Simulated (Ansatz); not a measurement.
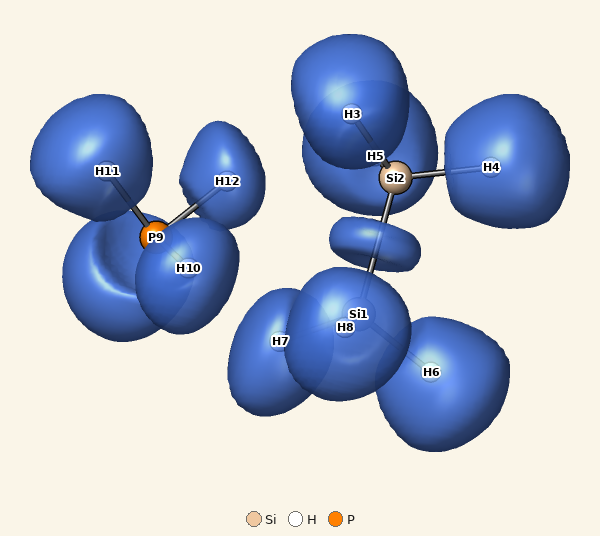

*H$_{6}$Si$_{2}$···PH$_{3}$. Isosurface of the ELF at 0.85 (blue), seen at a tilt. Core shells and regions of very low density are left out.*

Not at a stationary point (largest force 1.3 eV/Å).

Theory: Ansatz, RKS PBE-D4/def2-SVP.

```xyz
12

Si    0.2166   -0.1214    0.2017
Si    0.4488   -0.0742    2.4481
H    -0.5924   -0.8972    3.1669
H     1.8075   -0.6275    2.8199
H     0.3651    1.3490    2.9547
H     1.5624    0.1374   -0.4294
H    -0.7311    0.9351   -0.2974
H    -0.2562   -1.4713   -0.2712
P    -3.0801    0.3735    0.8385
H    -2.7643   -0.9045    0.2522
H    -4.1594   -0.1932    1.6199
H    -2.1476    0.1820    1.9051
```

Question: What do the ELF domains correspond to?

Answer: The ELF exceeds this value in one region between bonded Si–Si atoms (shared pairs), nine regions around hydrogen nuclei and one lobe on P, pointing away from the bonds (lone pairs). Along the contacts the grid gives the following. Si2···H12 (2.66 Å): the ELF dips to about 0.05 between them. Si–Si (2.26 Å): the ELF peaks at about 1 between the atoms: localised, covalent bonding.
